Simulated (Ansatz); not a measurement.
LiNbO3, pressure series

Take LiNbO₃ (space group R3c, No. 161) as the base.

LiNbO$_{3}$ is taken in the trigonal space group R3c, hexagonal axes (No. 161), Pearson symbol hR10. Conventional cell: a = b = 5.1899 Å, c = 14.0145 Å, α = β = 90.00°, γ = 120.00°. Li on 6a is surrounded by 3 O at 2.084 Å and 3 O at 2.265 Å. Nb on 6a sees 3 O at 1.884 Å and 3 O at 2.159 Å (octahedral). O on 18b is coordinated by 1 Nb at 1.884 Å and 1 Nb at 2.159 Å and 1 Li at 2.084 Å and 1 Li at 2.265 Å. (Neighbours: up to the widest gap in distance over summed covalent radii, below 1.35, at either atom; cation-cation and far metal-metal contacts left out.)
(The calculation used a cell of 10 atoms; values per cell refer to that cell.)

Cell and atoms are relaxed at each pressure.

Level of theory: PBE, PAW, 420 eV (Ansatz, an electronic-structure program; scalar-relativistic without spin-orbit coupling).

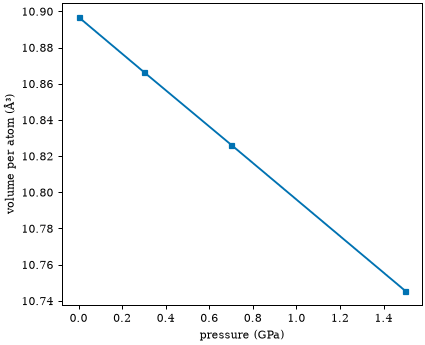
*Volume per atom against pressure*

| pressure (GPa) | volume per atom |
|---|---|
| 0.3 | 10.87 Å³ |
| 0.7 | 10.83 Å³ |
| 1.5 | 10.75 Å³ |

Load acts through the strain it causes; cell and atoms are relaxed under it. No phonon test of stability was made.
